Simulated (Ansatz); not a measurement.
BFH₆Si₂

The calculation's input:

```
crystal:
  periodic: [false, false, false]
  atoms:
    - { symbol: B, position_ang: [-1.1629, 1.3885, -0.0606] }
    - { symbol: Si, position_ang: [0.4115, 0.5138, -0.5962] }
    - { symbol: Si, position_ang: [0.5301, -1.4092, 0.5078] }
    - { symbol: F, position_ang: [1.86901, -2.20218, 0.15713] }
    - { symbol: H, position_ang: [-2.0331, 1.6743, -0.899] }
    - { symbol: H, position_ang: [-1.3818, 1.7486, 1.0559] }
    - { symbol: H, position_ang: [1.6042, 1.3609, -0.2721] }
    - { symbol: H, position_ang: [0.4222, 0.2626, -2.0468] }
    - { symbol: H, position_ang: [0.47923, -1.14599, 1.96386] }
    - { symbol: H, position_ang: [-0.68872, -2.24144, 0.19849] }
basis:
  gaussian: { orbitals: def2-SVP }
hamiltonian:
  xc: pbe0
relax:
  f_tol: 0.015
  max_steps: 40
output:
  orbitals: {}
```

Launched as:

```sh
ansatz run input.yaml --threads 2 --pin off --max-ram 3072MiB --backend cpu --events-out ev --progress --plain --runs-dir out
```

The fields are those of the relaxed geometry.

Theory: RKS PBE0/def2-SVP (Ansatz).

What will maps of the electron density and electron localisation function show?

Answer. Si–F (1.63 Å): ρ is about 0.99 e/Å³ halfway; the ELF peaks at about 0.85 in the valence shell of F, 0.6 Å from its nucleus, and is about 0.50 at the midpoint.
Si–B (2.00 Å): ρ is about 0.8 e/Å³ halfway; the ELF peaks at about 1 between the atoms; a covalent bond.
Si–Si (2.36 Å): ρ is about 0.62 e/Å³ halfway; the ELF peaks at about 1 between the atoms, as expected for a covalent bond.

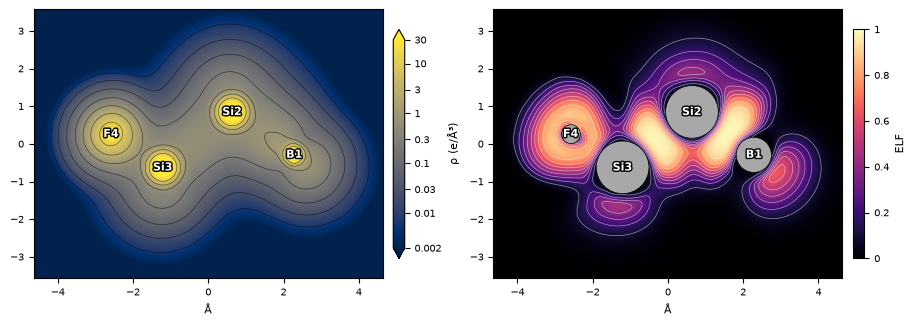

Computed electron density and electron localisation function on the plane of atoms Si2, Si3 and F4, in this order. Grey discs cover the atomic cores in the ELF map. 
